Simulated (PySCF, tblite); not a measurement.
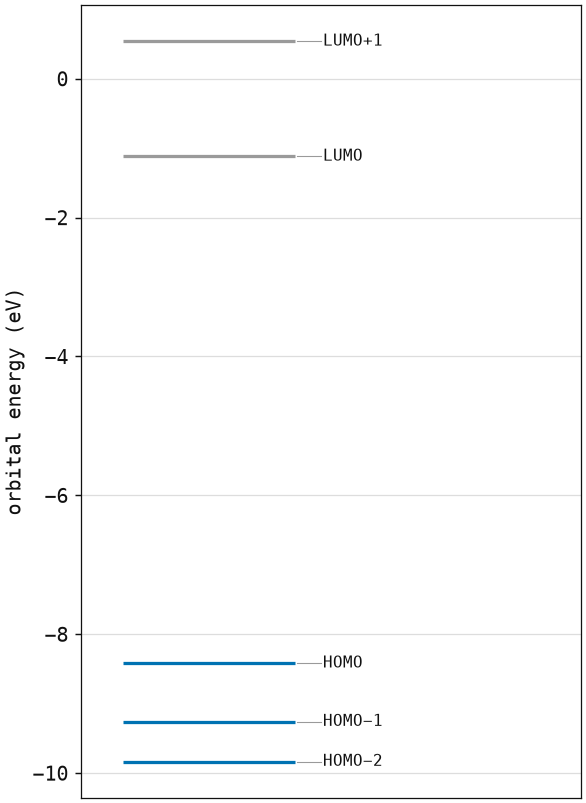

Kohn-Sham orbital energies near the frontier, CAM-B3LYP/def2-SVPD with PySCF, at a GFN2-xTB geometry (a minimum by its frequencies), isolated molecule; empty levels in grey, levels within 0.03 eV side by side.

### Which molecule has this level scheme?
A. C₂H₃BrFGa, SMILES F/C=[CH]/[GaH][Br], singlet
B. C₄H₆BrGa, SMILES C=C/C=[CH]/[GaH][Br], singlet
C. C₂H₃Br₂Ga, SMILES Br/C=[CH]/[GaH][Br], singlet

Option B. HOMO −8.42 eV, LUMO −1.12 eV, separation 7.30 eV.

Known limits of this run: the tight-binding geometry is rougher than a DFT one and adds to the error; spin-orbit coupling is left out, and with Br it can shift these levels and split any degenerate set; one conformer of a flexible molecule; empty levels above zero depend strongly on the basis.
